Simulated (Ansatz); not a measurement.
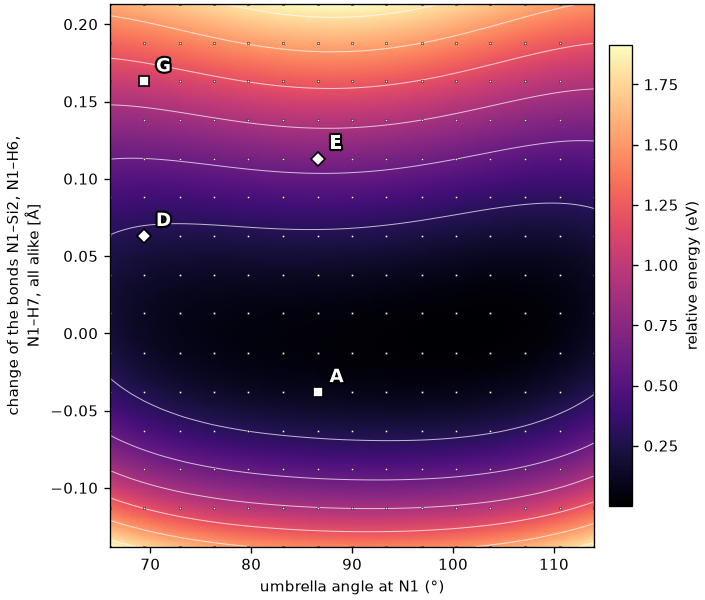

BrCl₂H₂NSi, SMILES N[Si](Cl)(Cl)Br. 
- First axis: umbrella angle at N1 (between each of its bonds and their common axis; 90 is planar). Second axis: change of the bonds N1–Si2, N1–H6, N1–H7, all alike.
- Nothing is relaxed (all other coordinates rigid).
- The scan uses a 15 × 15 grid.
- Points are written as (first, second).
- Energies are in eV, from the relaxed molecule at the same level.
- Level of theory: Ansatz 0.2.0, RKS PBE-D4/def2-SVP.

In the figure: a smooth colour map with a few white contour lines, dots at the grid points, lettered points. Between grid points the surface is interpolated.

Is A the lowest point of the computed grid?

Answer. No. A lies 0.09 eV above the lowest grid point, which is at (103.7°, 0.013 Å).

What kind of point is each of A, D, E, G: minimum, saddle, maximum or slope?

Answer. A: on a slope; D: on a slope; E: on a slope; G: on a slope. (In these two coordinates alone; a stationary point may lie a little off the grid point.)
